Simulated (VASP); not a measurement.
Band structure of FeSi2 (space group P4/mmm). These are r2SCAN meta-GGA, VASP's PBE PAW potentials (set 64) (plane waves; VASP) values and carry that method's errors.

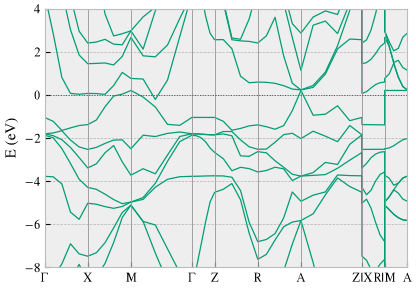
Figure: Bands along high-symmetry lines, zero at the valence-band maximum or, without a gap, the Fermi level

Read the plot: is there a gap, and where are the band edges?

It has no gap at this level: it comes out as a metal or semimetal.

The structure comes from a computed database's FeSi2 entry (P4/mmm); how it stands against other phases isn't given here. It was relaxed first. The run is not spin-polarised, so no magnetic state was tried.
